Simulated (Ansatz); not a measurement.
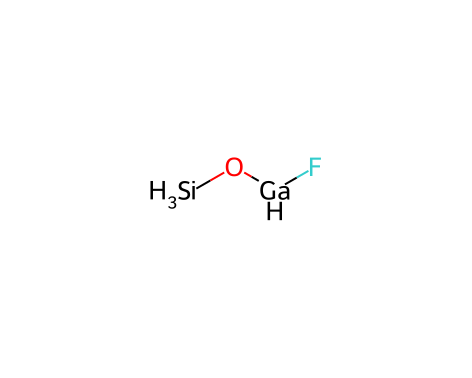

Skeletal drawing of a molecule.

**Give its SMILES.**

[F][GaH][O][SiH3]

**Give the formula, hydrogens included.**

FGaH4OSi.

**An optimisation with PBE0-D4/def2-TZVP gave a structure of which point group?**

Cs. Other conformers may differ.

More results for the same structure follow; atom numbers are the same in all pictures, views and colours differ. Computed geometry: PBE0-D4/def2-TZVP optimisation.

Charges

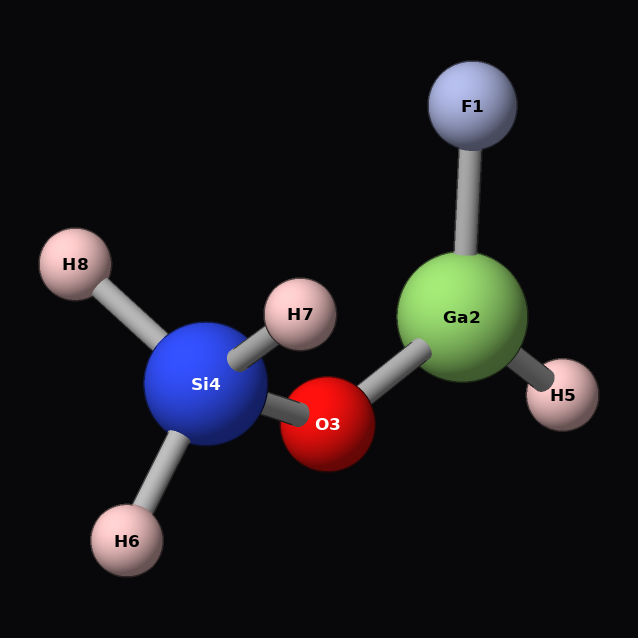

The questions are on Mulliken charges. Level of theory: RKS B3LYP-D4/def2-TZVPP (Ansatz 0.2.0).

**Which atom carries the highest charge (most positive or least negative)?**

Ga2 (0.62 e).

**And the lowest?**

O3 (−0.42 e).

Give the Mulliken charges atom by atom.

```
atom  value (e)
  F1      −0.39
 Ga2       0.62
  O3      −0.42
 Si4       0.42
  H5       0.01
  H6      −0.08
  H7      −0.08
  H8      −0.08
```

Vibrations

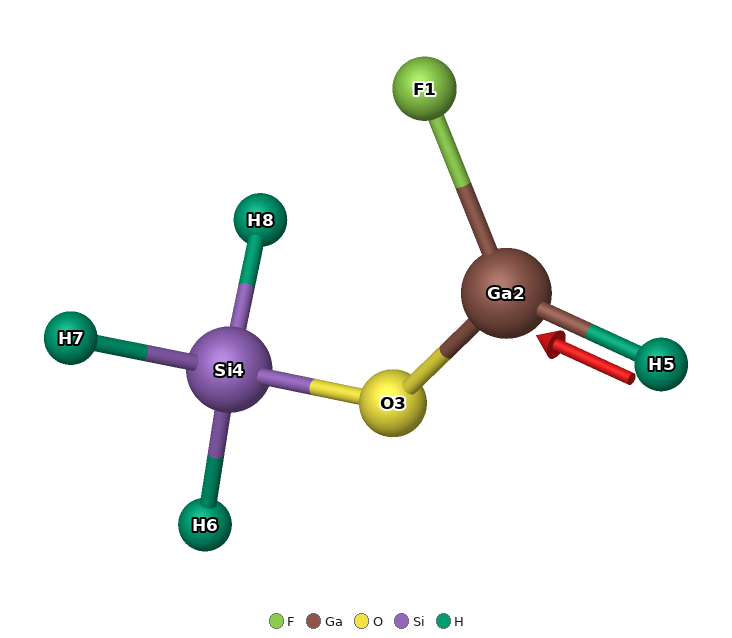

The arrows show one normal mode. Harmonic vibrations computed with RKS PBE0-D4/def2-TZVP (Ansatz 0.2.0) at a stationary point of the same level.

**Describe the motion.**

Mostly Ga–H stretching.

**At what wavenumber does it lie?**

2097 cm⁻¹; it is mode 15 of 18 counted from the lowest.

Levels of theory compared

Program: Ansatz 0.2.0.

Tabulate HOMO–LUMO gap (eV) at these levels: BHLYP-D4/def2-TZVPP; BLYP-D4/def2-TZVPP; HSE06 (plane-wave form)-D4/def2-TZVPP; PBE-D4/def2-TZVPP; PBE0-D4/def2-QZVPP; PBE0-D4/def2-SVP; SPW92 (LDA)/def2-TZVPP; r2SCAN0-D4/def2-TZVPP; r2SCANh-D4/def2-TZVPP; ωB97X-V/def2-TZVPP.

| level | HOMO–LUMO gap (eV) |
| --- | --- |
| BHLYP-D4/def2-TZVPP | 9.70 |
| BLYP-D4/def2-TZVPP | 5.36 |
| HSE06 (plane-wave form)-D4/def2-TZVPP | 6.87 |
| PBE-D4/def2-TZVPP | 5.42 |
| PBE0-D4/def2-QZVPP | 7.60 |
| PBE0-D4/def2-SVP | 7.68 |
| SPW92 (LDA)/def2-TZVPP | 5.24 |
| r2SCAN0-D4/def2-TZVPP | 8.08 |
| r2SCANh-D4/def2-TZVPP | 6.89 |
| ωB97X-V/def2-TZVPP | 12.05 |

Dipole moment

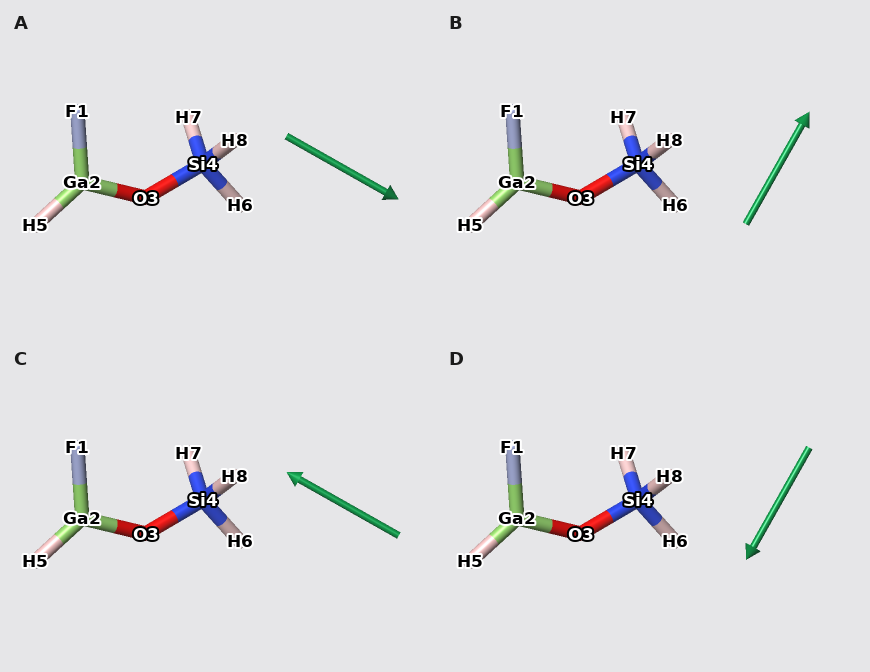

The same molecule four times, each with an arrow. Properties computed with RKS ωB97M-V/def2-TZVPP (Ansatz 0.2.0).

**Which arrow points along the dipole moment, from the negative to the positive end?**

D. The dipole moment is 1.88 D; it points from the side of H7, H8 to the side of H5 (the outermost atoms at the two ends).

Mulliken values depend strongly on the basis set and can even reverse the polarity of a bond.
